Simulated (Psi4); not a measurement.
# FH2Si (SMILES F[SiH2]): a chain of runs

Wanted: a structure relaxation (UB3LYP/6-31G*), then the harmonic vibrations, then the energy (UCCSD(T)/cc-pVDZ) of FH2Si. 

The calculation is run with Psi4 1.11.

## Step 1: The system as given

FH2Si has 4 atoms, charge 0, and is taken as a doublet. As SMILES, `F[SiH2]`. The shape comes from GFN2-xTB, which is rough for such elements, and wasn't checked as a minimum. The run starts from this shape.

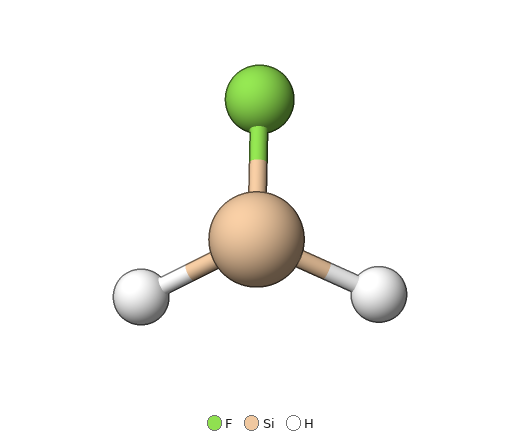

The structure, seen from a chosen angle (fluorine green, silicon light orange, hydrogen white).

## Step 2: A geometry optimisation at UB3LYP/6-31G(d) (density fitting, Cartesian functions) (run 1)

The input, input.inp:

```
memory 1600 mb

molecule {
  0 2
  F      1.205590     0.647540    -0.425510
  Si    -0.122150    -0.264920    -0.246870
  H     -1.219930     0.678520    -0.261640
  H      0.136490    -1.061140     0.934020
}

set {
  reference uks
  geom_maxiter 60
}

optimize("b3lyp/6-31G*")
print_variables()
```

The run is started by

```sh
$ psi4 -i input.inp -o input.out -n 1
```

input.out:

```text
Psi4 1.11 release

gradient() will perform analytic gradient computation.

   => Loading Basis Set <=

    Name: 6-31G*
    Role: ORBITAL
    Keyword: BASIS

         ---------------------------------------------------------
                                   SCF
                              UKS Reference
                        1 Threads,   1525 MiB Core
         ---------------------------------------------------------

  ==> Geometry <==

    Molecular point group: c1
    Full point group: C1

    Geometry (in Angstrom), charge = 0, multiplicity = 2:

[... 168 lines left out ...]
   @S^2 Expected:                7.500000000E-01
[... 288 lines left out ...]
    Weights Tolerance      =       1.00E-15
[... 95 lines left out ...]
    One-Electron Energy =                -651.1473856374235538
[... 232 lines left out ...]
   @DF-UKS iter   5:  -390.52561219364054   -4.79258e-08   1.67986e-06 DIIS
[... 61 lines left out ...]
 Dipole Z            :         -1.3843143            1.4413257            0.0570114
[... 206 lines left out ...]
   @S   Observed:                5.000000000E-01
[... 219 lines left out ...]
  "SCF TOTAL ENERGY"            =>    -390.525625925316
[... 5 lines left out ...]
  Array Variable Map:
  ----------------------------------------------------------------------------
  "CURRENT DIPOLE"              =>      -0.408203818163 ... 0.051280074390 1 by 3
  "CURRENT GRADIENT"            =>       0.000199318656 ... 0.000144594928 4 by 3
  "DFT TOTAL GRADIENT"          =>       0.000199318656 ... 0.000144594928 4 by 3
  "SCF DIPOLE"                  =>      -0.408203818163 ... 0.051280074390 1 by 3
  "SCF TOTAL ENERGIES"          =>    -390.526798218518 ... -390.525625925316 1 by 8
  "SCF TOTAL GRADIENT"          =>       0.000199318656 ... 0.000144594928 4 by 3

    Psi4 run time: 0:00:11.22

[set-up sections that repeat, and orbital energies of the middle runs, are left out above]
```

On the terminal:

```text
Optimizer: Optimization complete!
```

It took 13 s on 1 thread of AMD EPYC 7B13 (Zen 3), shared host; peak memory 0.33 GiB.

The path in brief:

```csv
step,energy from the first frame kept (eV),largest force (eV/Å)
0,0.0000,1.4534
1,-0.0902,0.3804
2,-0.1016,0.0570
3,-0.1020,0.0123
```

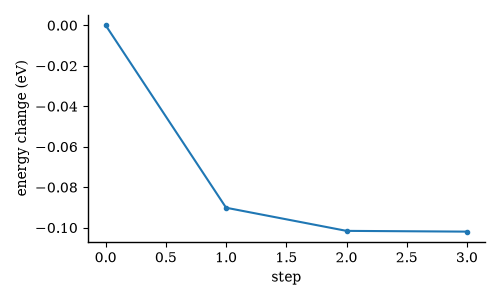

Energy along the run.

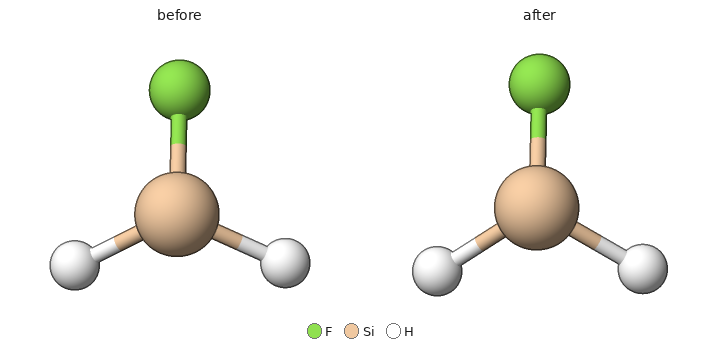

Before and after, at one scale.

After the run. Bond lengths: F1–Si2 1.619 Å, Si2–H3 1.496 Å, Si2–H4 1.496 Å. Angles: F1–Si2–H3 108.9°, F1–Si2–H4 108.9°, H3–Si2–H4 109.9°.

## Step 3: Vibrational wavenumbers at UB3LYP/6-31G(d) (density fitting, Cartesian functions) (run 2)

The input, fh2si.sdf:

```

     RDKit          3D

  4  3  0  0  0  0  0  0  0  0999 V2000
    1.2077    0.6524   -0.4208 F   0  0  0  0  0  0  0  0  0  0  0  0
   -0.1155   -0.2658   -0.2556 Si  0  0  0  0  0  3  0  0  0  0  0  0
   -1.3151    0.6240   -0.1701 H   0  0  0  0  0  0  0  0  0  0  0  0
    0.0089   -1.0741    0.9970 H   0  0  0  0  0  0  0  0  0  0  0  0
  2  1  1  0
  3  2  1  0
  4  2  1  0
M  RAD  1   2   2
M  END
$$$$
```

The input, run.py:

```python
import psi4
from rdkit import Chem

psi4.set_memory(1600000000)
psi4.set_num_threads(1)
psi4.set_output_file('output.dat', False)

rd = Chem.SDMolSupplier('fh2si.sdf', removeHs=False, sanitize=False)[0]
xyz = rd.GetConformer().GetPositions()
atoms = '\n'.join(f'{a.GetSymbol()} {x:.4f} {y:.4f} {z:.4f}' for a, (x, y, z) in zip(rd.GetAtoms(), xyz))
mol = psi4.geometry('0 2\n' + atoms + '')

psi4.set_options({
    'reference': 'uks',
    't': 600.0,
    'rotational_symmetry_number': 1,
})

e_tot, wfn = psi4.frequencies("b3lyp/6-31G*", return_wfn=True)
print('E =', round(e_tot, 9))
print('wavenumbers / cm^-1:', wfn.frequencies().np.round(1))
```

The run is started by

```sh
$ python run.py
```

output.dat:

```text
Psi4 1.11 release

         ----------------------------------------------------------
                                   FINDIF
         ----------------------------------------------------------

[... 535 lines left out ...]
    Total Energy =                       -390.5256260734869329
[... 602 lines left out ...]
    Two-Electron Energy =                 231.5628747034812420
[... 593 lines left out ...]
    Final Occupation by Irrep:
[... 617 lines left out ...]
   @Spin Contamination Metric:   9.044067541E-04
[... 594 lines left out ...]
   @DF-UKS iter   9:  -390.52562445621021   -8.40714e-11   5.41182e-08 DIIS
[... 602 lines left out ...]
   @DF-UKS iter   5:  -390.52562297615913   -2.24010e-05   3.50536e-05 DIIS
[... 624 lines left out ...]
    Translational S                         41.065 [cal/(mol K)]      171.818 [J/(mol K)]       0.06544184 [mEh/K] (mol. weight = 48.9910 [u], P = 101325.00 [Pa])
[... 49 lines left out ...]
  Gibbs free energy, G = H - T * S
    Electronic contrib to G beyond E_e      -0.826 [kcal/mol]       -3.458 [kJ/mol]      -0.00131704 [Eh]
    Translational contrib to G             -21.658 [kcal/mol]      -90.619 [kJ/mol]      -0.03451489 [Eh]
    Rotational contrib to G                -11.446 [kcal/mol]      -47.889 [kJ/mol]      -0.01823992 [Eh]
    Vibrational contrib to G                10.355 [kcal/mol]       43.327 [kJ/mol]       0.01650226 [Eh]
  Correction G                             -23.575 [kcal/mol]      -98.639 [kJ/mol]      -0.03756959 [Eh]
  Total G, Gibbs energy at  600.00 [K]                                                 -390.56319552 [Eh]
  *** Absolute Gibbs energy, not a free energy of formation ***

[set-up sections that repeat, and orbital energies of the middle runs, are left out above]
```

On the terminal:

```text
E = -390.525625932
wavenumbers / cm^-1: [ 716.9  808.   887.   943.3 2172.7 2216.6]
```

Wall time 60 s (1 thread of AMD EPYC 7B13 (Zen 3), shared host); peak memory 0.35 GiB.

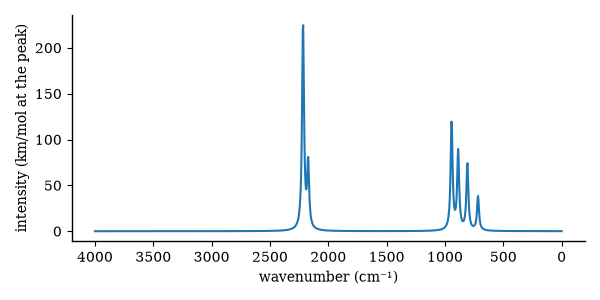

Harmonic infrared spectrum, unscaled, lines broadened by 10 cm⁻¹.

## Step 4: The energy at UCCSD(T)/cc-pVDZ (run 3)

The input, calc.in:

```
memory 1600 MB

molecule system {
  0 2
  F      2.28214098     1.23277040    -0.79528935
  Si    -0.21831628    -0.50220795    -0.48301967
  H     -2.48525631     1.17920800    -0.32144052
  H      0.01682801    -2.02983231     1.88412309
  units au
}

set globals {
  basis       cc-pVDZ
  reference   uhf
  scf_type    pk
  freeze_core true
}

energy_value, wavefunction = energy('ccsd(t)', return_wfn=True)
```

The run is started by

```sh
$ psi4 -i calc.in -o calc.out -n 1
```

calc.out:

```text
Psi4 1.11 release

   => Loading Basis Set <=

    Name: CC-PVDZ
    Role: ORBITAL
    Keyword: BASIS

         ---------------------------------------------------------
                                   SCF
                              UHF Reference
                        1 Threads,   1525 MiB Core
         ---------------------------------------------------------

  ==> Geometry <==

    Molecular point group: c1
    Full point group: C1

    Geometry (in Bohr), charge = 0, multiplicity = 2:

[... 89 lines left out ...]
   @UHF iter   3:  -389.53803908739326   -1.11935e-02   5.99766e-04 ADIIS/DIIS
[... 7 lines left out ...]
   @UHF iter  11:  -389.53901941140907   -8.00924e-11   3.71532e-08 DIIS
[... 10 lines left out ...]
   @S   Observed:                5.000000000E-01
[... 74 lines left out ...]
 Dipole Y            :          0.7176848           -1.1308475           -0.4131627
[... 137 lines left out ...]
	Two-electron (BB) energy     =      6.24713978308044
[... 118 lines left out ...]
    Same-spin MP2 correlation energy          =   -0.065158560542823
[... 8 lines left out ...]
      * CCSD total energy                     = -389.831094979986062
[... 10 lines left out ...]
    Nuclear Rep. energy (wfn)                =   55.061721458874779
    SCF energy          (wfn)                = -389.539019411416291
    Reference energy    (file100)            = -389.539019411416916
    CCSD energy         (file100)            =   -0.292075568569134
    Total CCSD energy   (file100)            = -389.831094979986062

    Number of ijk index combinations:
    Spin Case AAA:                                  35
    Spin Case BBB:                                  20
    Spin Case AAB:                                 126
    Spin Case ABB:                                 105
    AAA (T) energy                             =   -0.000119691736067
    BBB (T) energy                             =   -0.000100023854125
    AAB (T) energy                             =   -0.002568480569757
    ABB (T) energy                             =   -0.002055297303605
    (T) energy                                   =   -0.004843493463554
      * CCSD(T) total energy                     = -389.835938473449630

    Psi4 run time: 0:00:05.10
```

Wall time 6.3 s (1 thread of AMD EPYC 7B13 (Zen 3), shared host); peak memory 0.29 GiB.

## Step 5: Summary of results

| quantity | value |
| --- | --- |
| run 1, UB3LYP/6-31G*: total energy at the end | -390.52563 Eh |
| run 1, UB3LYP/6-31G*: dipole moment | 1.27 D |
| run 1, UB3LYP/6-31G*: HOMO energy (highest over α and β) | -6.10 eV |
| run 1, UB3LYP/6-31G*: LUMO energy (lowest over α and β) | -2.88 eV |
| run 1, UB3LYP/6-31G*: ⟨S²⟩ | 0.751 |
| run 2, UB3LYP/6-31G*: lowest harmonic wavenumber | 717 cm⁻¹ |
| run 2, UB3LYP/6-31G*: highest harmonic wavenumber | 2217 cm⁻¹ |
| run 2, UB3LYP/6-31G*: zero-point energy | 46.3 kJ/mol |
| run 2, UB3LYP/6-31G*: ideal-gas entropy at 600 K (symmetry number 1 as used) | 68.3 cal/(mol K) |
| run 3, UCCSD(T)/cc-pVDZ: total energy | -389.83594 Eh |
| run 3, UCCSD(T)/cc-pVDZ: HOMO energy (Hartree–Fock orbitals) (highest over α and β) | -9.67 eV |
| run 3, UCCSD(T)/cc-pVDZ: LUMO energy (Hartree–Fock orbitals) (lowest over α and β) | 1.25 eV |
| run 3, UCCSD(T)/cc-pVDZ: correlation energy (6 core orbitals frozen) | -296.9 mEh |
| run 3, UCCSD(T)/cc-pVDZ: (T) correction | -4.84 mEh |
| run 3, UCCSD(T)/cc-pVDZ: ⟨S²⟩ | 0.753 |
| run 3, UCCSD(T)/cc-pVDZ: T1 diagnostic | 0.020 |

The optimisation (run 1, UB3LYP/6-31G*) took 4 steps and changed the energy by -0.102 eV. All 6 modes are real, so the shape is a minimum at this level. The triples (run 3, UCCSD(T)/cc-pVDZ) make up 1.6 % of the correlation energy.
